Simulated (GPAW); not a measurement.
The Cu K edge of atom 2 in CuAu (P4/mmm), with 8 Au at 2.71 Å and 4 Cu at 2.81 Å (distorted cuboctahedral, site symmetry 4/mmm), was computed in 2 ways: excited-electron core hole (neutral cell) and no core hole. Program and functional: GPAW, LDA, without spin-orbit coupling, Gaussian full width 1.55 eV up to 4 eV, rising linearly to 3.5 eV at 25 eV; cells of 2 and 16 atoms (the run without a hole in the smaller).

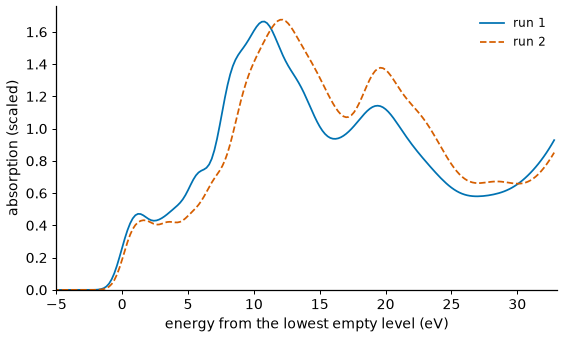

Each run is counted from its own lowest empty level or Fermi level and scaled to a mean of 1 over its first 20 eV.

The database entry behind the starting cell is an old determination (1936), so it need not match the best structure at ambient conditions.

**Question.** Which run is which?

Run 1: excited-electron core hole (neutral cell) (area from −2 to 6 eV 3.1, main maxima 1.2 eV (0.47), 10.8 eV (1.66) and 19.4 eV (1.14)). Run 2: no core hole (area from −2 to 6 eV 2.6, main maxima 12.2 eV (1.68) and 19.6 eV (1.38)). With each curve scaled to its own mean, the area from −2 to 6 eV with the hole is 3.1 against 2.6, and the centre of weight from −1 to 20 eV moves by -0.8 eV: the hole pulls the absorber's empty states down.

[Hosts, paths, dates, database ids (printed as entryN), source tags and the programs' standing remarks are cut or masked in the printed files.]

[Lists of maxima count a maximum above −3 eV only where it reaches 4 % of the highest in the window and stands out from its surroundings by 2 % of it (1.5 % where it reaches 55 %); shoulders and weaker maxima are passed over, and of the rest the first, up to two pre-edge ones and the few strongest are named.]
